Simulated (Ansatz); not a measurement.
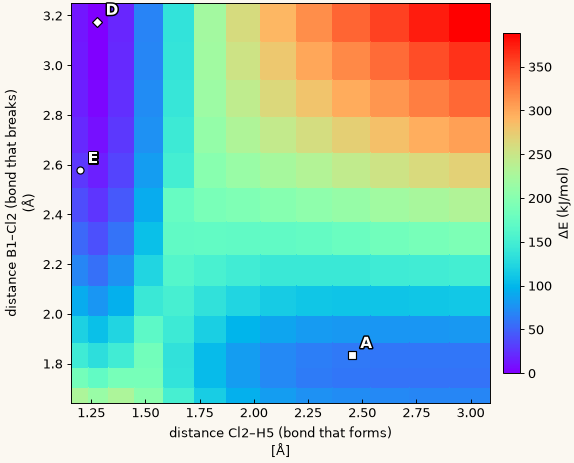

The reacting system BClFH3 (fragments BClH₂ + FH where the first distance is long, BFH₂ + ClH where the second is long). The first coordinate is: distance Cl2–H5 (bond that forms); the second: distance B1–Cl2 (bond that breaks). Relaxed at each point: all other coordinates. Grid: 13 × 13 points. Points are written as (first, second). Energies: kJ/mol, counted from the lowest grid point. Energies and slopes of some neighbouring points disagree (a jump in structure or state, or too coarse a mesh). The reference is spin-restricted, so regions where a bond is pulled apart into radicals lie too high. Computed with RHF/def2-SVP in Ansatz.

In the figure: one coloured cell a grid point, lettered points.

> Is E the lowest point of the computed grid?

No. E lies 28 kJ/mol above the lowest grid point, which is at (1.278 Å, 3.174 Å).

> Rank the lettered points by energy, lowest first.

D (0 kJ/mol), E (28 kJ/mol), A (62 kJ/mol).
